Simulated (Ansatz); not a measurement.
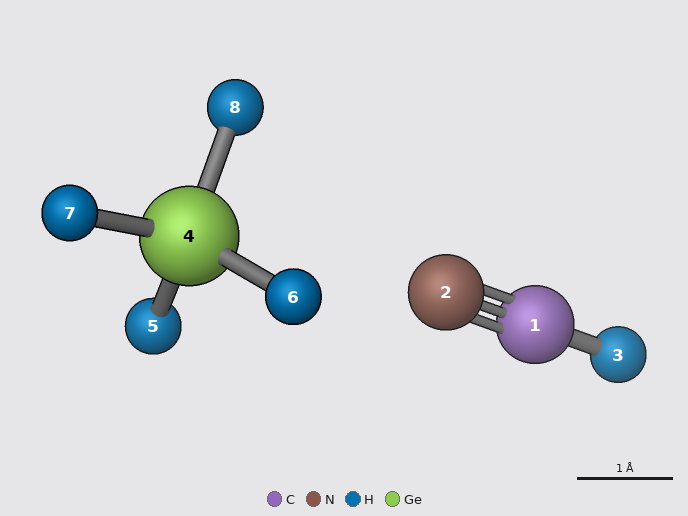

The atoms are numbered. The geometry was computed by an optimisation with PBE-D4/def2-SVP. No frequency run is at hand to confirm it as a minimum.

Question: How are the neighbours of atom 4 arranged?

Answer: Ge4 has 4 neighbours (H5 at 1.55, H6 at 1.55, H7 at 1.55, H8 at 1.55 Å); the arrangement is tetrahedral.

Question: Describe the coordination of atom 1.

Answer: C1 has 2 neighbours (N2 at 1.17, H3 at 1.09 Å); the arrangement is linear.
